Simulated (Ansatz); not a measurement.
## Electronic structure of CH6FGeN in real space

```csv
atom,x (Å),y (Å),z (Å)
C,-0.8683,0.8075,-0.1478
F,-1.3885,-1.7664,1.1898
Ge,-0.7467,-0.1625,1.5173
N,0.9831,-0.2644,2.0517
H,-1.9019,0.7952,-0.5207
H,-0.2207,0.3382,-0.9026
H,-0.5495,1.8499,-0.0056
H,-1.5865,0.3709,2.6859
H,1.1514,-0.7299,2.9387
H,1.6418,-0.6121,1.3607
```

Geometry: PBE0-D3(BJ)/def2-SVP.

Level of theory: Ansatz, isolated molecule in a Gaussian basis; Kohn-Sham density functional theory, functional PBE0.

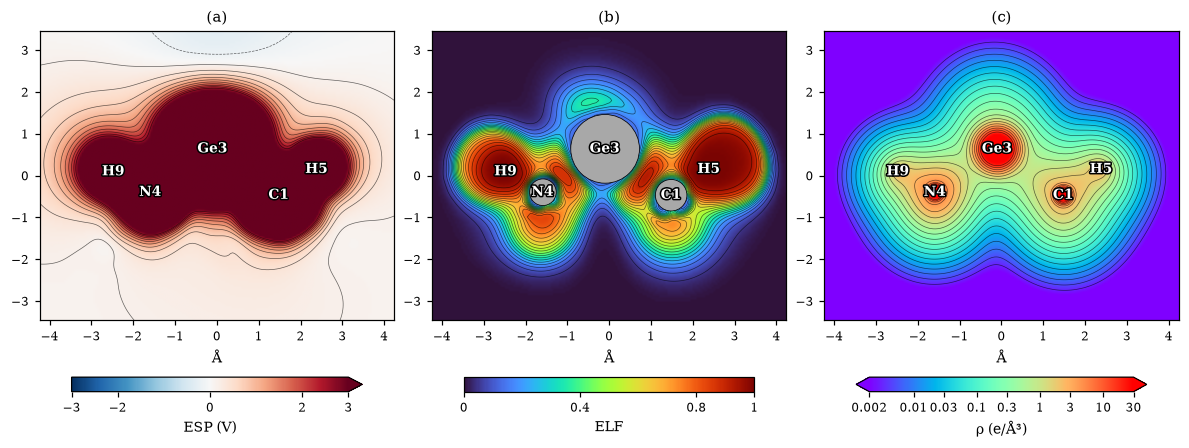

Figure 1. (a) molecular electrostatic potential; (b) electron localisation function; (c) total electron density on the plane of atoms Ge3, N4 and H9. Grey discs cover the atomic cores in the ELF map.

### Describe what can be read from this map.

Atoms in the plane: C, Ge, N and H.
Ge–N (1.81 Å): the density is about 1 e/Å³ at the midpoint; the ELF peaks at about 0.85 in the valence shell of N, 0.7 Å from its nucleus, and is about 0.45 at the midpoint.
C–Ge (1.93 Å): ρ is about 0.92 e/Å³ halfway; the ELF peaks at about 0.90 between the atoms; localised, covalent bonding.
N–H (1.02 Å): ρ at the midpoint is about 2.8 e/Å³; the ELF climbs to about 1 towards the hydrogen, as it does in any bond to H; a covalent bond by its length.
C–H (1.10 Å): ρ is about 1.9 e/Å³ halfway; the ELF climbs to about 1 towards the hydrogen; a covalent bond by its length.
Outside the dense part of the molecule the potential is most negative (−0.3 V) near H8, which lies off the plane.

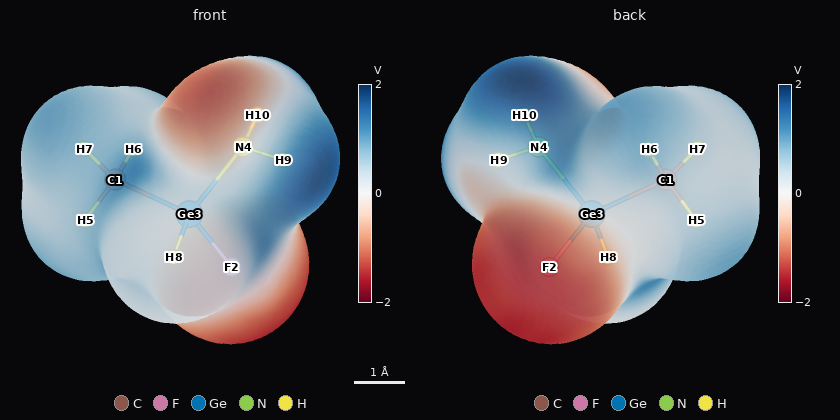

Figure 2. The electrostatic potential painted on the density surface at 0.002 e/bohr³, seen from the front and from behind; the colour scale runs from red (negative) to blue (positive).

### Describe the electrostatic potential map.

The most negative region (about −1.5 V) lies over F2, the most positive (about +1.8 V) over H9 and H10.

### How polar is the molecule by this calculation?

Its dipole moment is 1.84 D.

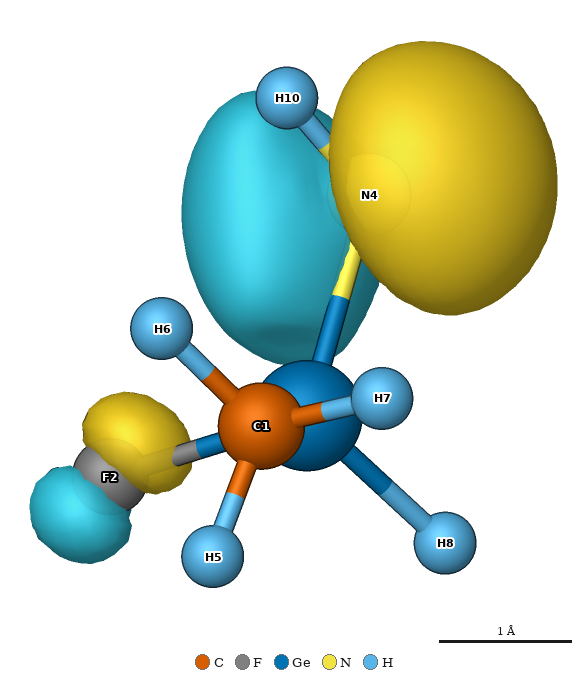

Figure 3. The HOMO at ±0.15 Å⁻³ᐟ² (yellow and cyan are the two phases), seen at an oblique angle.

### Where does this orbital lie, and at what energy?

It lies mainly on N4 (about 70 %) and Ge3 (about 10 %); largely a lone pair of N4. Its energy is −7.90 eV.
